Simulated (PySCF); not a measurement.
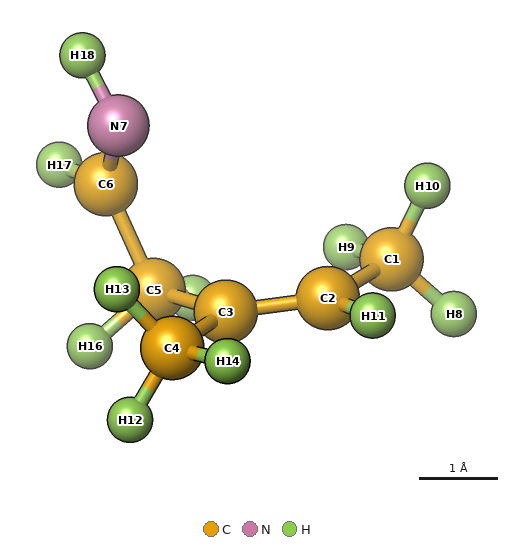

The structure as given in the input (ball-and-stick view, seen at a tilt; atoms are numbered from 1 in the order of the input). Bond lengths as drawn: C–C 1.33 to 1.51 Å, C–H 1.08 to 1.10 Å, C–N 1.25 Å and H–N 1.02 Å.

## What a change does: NMR shielding calculation on C6H11N

System: C6H11N.
Method of run 1: GIAO revPBE/pcSseg-1 NMR shielding, non-relativistic, IEF-PCM acetone (PySCF 2.14.0).

The geometry comes from this level: GFN2-xTB. Text and figures count atoms from 1; the logs count them from 0 in places.

**The input, run 1**
```
{"job": {"kind": "nmr", "xc": "revPBE", "basis": "pcSseg-1", "solvent": "acetone", "pop": false}, "charge": 0, "multiplicity": 1}
C      1.662353    -1.636814    -0.025764
C      1.276782    -0.318902    -0.614430
C      0.374217     0.543784    -0.166757
C      0.063392     1.812516    -0.901548
C     -0.448367     0.336624     1.076893
C     -1.792590    -0.262619     0.801100
N     -2.210278    -0.439614    -0.366170
H      2.741168    -1.677991     0.126803
H      1.167469    -1.834502     0.920117
H      1.397454    -2.434923    -0.719341
H      1.808543    -0.076521    -1.526321
H      0.244053     2.680020    -0.266172
H     -0.987812     1.811493    -1.184329
H      0.667815     1.906026    -1.799308
H      0.065161    -0.302008     1.799125
H     -0.619942     1.298883     1.571686
H     -2.358727    -0.513267     1.714002
H     -3.138016    -0.849371    -0.447107
```

The first line tells a small driver script what to run in PySCF; the rest is the geometry in Å.

Command:
```bash
OMP_NUM_THREADS=1 python <driver script> task.json out
```

Hardware: 1 CPU thread, shared host.

**Output (run 1)**
```
coarse grid: 14400 points
cycle   1  E = -289.7020424705  dE =  5.570e-01  |g| = 6.503e-01  |ddm| = 3.810e+00
cycle   2  E = -289.5421002204  dE =  1.599e-01  |g| = 1.030e+00  |ddm| = 1.813e+00
cycle   3  E = -289.8028256066  dE = -2.607e-01  |g| = 2.324e-01  |ddm| = 1.246e+00
cycle   4  E = -289.8151235169  dE = -1.230e-02  |g| = 3.991e-02  |ddm| = 1.974e-01
cycle   5  E = -289.8154794600  dE = -3.559e-04  |g| = 8.754e-03  |ddm| = 4.704e-02
cycle   6  E = -289.8154826129  dE = -3.153e-06  |g| = 7.736e-03  |ddm| = 1.392e-02
cycle   7  E = -289.8154973792  dE = -1.477e-05  |g| = 1.432e-03  |ddm| = 6.966e-03
cycle   8  E = -289.8154978741  dE = -4.949e-07  |g| = 3.842e-04  |ddm| = 1.476e-03
final grid: 137336 points
cycle   9  E = -289.8593155185  dE = -6.259e-05  |g| = 1.392e-02  |ddm| = 5.074e-02
cycle  10  E = -289.8592617472  dE =  5.377e-05  |g| = 2.012e-02  |ddm| = 3.248e-02
cycle  11  E = -289.8593643465  dE = -1.026e-04  |g| = 3.037e-03  |ddm| = 2.056e-02
cycle  12  E = -289.8593664890  dE = -2.143e-06  |g| = 4.710e-04  |ddm| = 2.660e-03
cycle  13  E = -289.8593665366  dE = -4.752e-08  |g| = 9.694e-05  |ddm| = 4.469e-04
cycle  14  E = -289.8593665369  dE = -3.680e-10  |g| = 8.587e-05  |ddm| = 1.518e-04
cycle  15  E = -289.8593665387  dE = -1.809e-09  |g| = 1.578e-05  |ddm| = 8.086e-05
cycle  16  E = -289.8593665388  dE = -5.980e-11  |g| = 3.545e-06  |ddm| = 1.527e-05
converged SCF energy = -289.8593665388

GIAO shielding tensors (ppm)
atom      isotropic    diamagn.    paramagn.     s11        s22        s33       span
  0 C      165.565     249.055     -83.490    149.046    165.749    181.901     32.855
  1 C       57.811     254.456    -196.644    -39.175     74.635    137.975    177.150
  2 C       45.206     260.675    -215.469    -60.389     44.485    151.521    211.910
  3 C      153.514     247.669     -94.155    131.685    144.788    184.069     52.383
  4 C      137.215     251.755    -114.539    120.119    128.634    162.893     42.773
  5 C        7.575     249.574    -241.999    -91.102     -5.872    119.698    210.801
  6 N      -63.651     324.150    -387.801   -354.985    -72.084    236.117    591.103
  7 H       30.037      28.417       1.620     26.043     27.594     36.474     10.432
  8 H       29.888      32.487      -2.599     25.612     31.082     32.969      7.357
  9 H       30.046      29.693       0.353     26.212     27.801     36.123      9.911
 10 H       25.992      33.950      -7.958     23.642     25.223     29.112      5.470
 11 H       29.968      29.528       0.440     26.334     28.247     35.323      8.989
 12 H       29.442      30.635      -1.192     25.351     29.247     33.730      8.379
 13 H       30.059      31.052      -0.993     26.741     28.698     34.738      7.997
 14 H       28.025      32.709      -4.684     24.168     28.916     30.991      6.823
 15 H       28.819      30.993      -2.174     25.614     28.580     32.264      6.650
 16 H       22.945      28.508      -5.563     21.298     23.287     24.249      2.951
 17 H       21.344      28.913      -7.569     15.699     23.507     24.825      9.126
```

Run 2 used a changed input.

**The two runs side by side**

```csv
quantity,run 1,run 2
outcome,converged,converged
total energy (hartree),−289.859367,−289.851672
HOMO (eV),−5.50,−5.39
LUMO (eV),−0.89,−0.93
dipole moment (D),2.45,1.72
shielding of C1 (ppm),165.6,164.9
shielding of C2 (ppm),57.8,57.5
shielding of C3 (ppm),45.2,46.8
shielding of C4 (ppm),153.5,152.8
shielding of C5 (ppm),137.2,136.8
shielding of C6 (ppm),7.6,12.3
shielding of N7 (ppm),−63.7,−80.5
SCF iterations,16,16
basis functions,174,174
wall time (shared host),30 s,51 s
```

Which change of the input explains these differences?

The change (lines with − go, lines with + come):
```diff
-"solvent": "acetone"
```

The total energy of run 2 is 4.8 kcal/mol higher: the change of the electrostatic solvation energy at this fixed geometry, without cavity or dispersion terms. The HOMO goes from −5.50 to −5.39 eV. The dipole moment goes from 2.45 to 1.72 D. Of all shieldings, the largest change is that of N7, by −16.8 ppm. The reaction field of the continuum polarises the molecule further, so the dipole moment is larger in solution. The number of SCF iterations is the same.

**Output (run 2)**
```
coarse grid: 14400 points
cycle   1  E = -289.6844565345  dE =  5.741e-01  |g| = 6.753e-01  |ddm| = 3.811e+00
cycle   2  E = -289.4380813595  dE =  2.464e-01  |g| = 1.192e+00  |ddm| = 2.377e+00
cycle   3  E = -289.7860120321  dE = -3.479e-01  |g| = 2.996e-01  |ddm| = 1.791e+00
cycle   4  E = -289.8071551078  dE = -2.114e-02  |g| = 5.002e-02  |ddm| = 2.816e-01
cycle   5  E = -289.8076786229  dE = -5.235e-04  |g| = 1.652e-02  |ddm| = 6.902e-02
cycle   6  E = -289.8077090828  dE = -3.046e-05  |g| = 1.187e-02  |ddm| = 2.455e-02
cycle   7  E = -289.8077436948  dE = -3.461e-05  |g| = 2.990e-03  |ddm| = 1.200e-02
cycle   8  E = -289.8077459667  dE = -2.272e-06  |g| = 4.656e-04  |ddm| = 2.997e-03
final grid: 137336 points
cycle   9  E = -289.8516194488  dE = -6.000e-05  |g| = 1.420e-02  |ddm| = 5.046e-02
cycle  10  E = -289.8515486748  dE =  7.077e-05  |g| = 2.187e-02  |ddm| = 3.634e-02
cycle  11  E = -289.8516682273  dE = -1.196e-04  |g| = 4.106e-03  |ddm| = 2.494e-02
cycle  12  E = -289.8516721855  dE = -3.958e-06  |g| = 6.010e-04  |ddm| = 3.913e-03
cycle  13  E = -289.8516722588  dE = -7.325e-08  |g| = 1.832e-04  |ddm| = 7.113e-04
cycle  14  E = -289.8516722642  dE = -5.390e-09  |g| = 1.043e-04  |ddm| = 2.424e-04
cycle  15  E = -289.8516722668  dE = -2.656e-09  |g| = 3.106e-05  |ddm| = 1.198e-04
cycle  16  E = -289.8516722671  dE = -2.400e-10  |g| = 4.994e-06  |ddm| = 3.239e-05
converged SCF energy = -289.8516722671

GIAO shielding tensors (ppm)
atom      isotropic    diamagn.    paramagn.     s11        s22        s33       span
  0 C      164.891     248.593     -83.702    148.682    164.843    181.148     32.466
  1 C       57.484     253.979    -196.495    -39.476     74.342    137.585    177.061
  2 C       46.779     260.042    -213.263    -58.489     47.777    151.050    209.540
  3 C      152.750     247.139     -94.389    130.563    144.253    183.434     52.871
  4 C      136.845     251.813    -114.969    119.764    128.082    162.689     42.925
  5 C       12.318     250.217    -237.899    -87.842      7.023    117.772    205.615
  6 N      -80.493     322.030    -402.523   -394.565    -74.969    228.055    622.620
  7 H       30.102      28.470       1.632     26.155     27.696     36.453     10.298
  8 H       30.059      32.659      -2.600     25.860     31.293     33.023      7.163
  9 H       30.029      29.679       0.350     26.256     27.765     36.066      9.811
 10 H       26.081      33.814      -7.734     23.712     25.268     29.262      5.550
 11 H       30.152      29.582       0.570     26.566     28.485     35.406      8.840
 12 H       29.267      30.309      -1.041     25.192     29.004     33.606      8.414
 13 H       30.089      30.956      -0.868     26.776     28.736     34.755      7.979
 14 H       28.242      33.054      -4.812     24.488     29.172     31.066      6.577
 15 H       29.053      31.305      -2.252     26.005     28.826     32.327      6.322
 16 H       23.048      28.698      -5.650     21.320     23.286     24.538      3.218
 17 H       21.170      29.198      -8.028     14.078     23.711     25.720     11.642
```
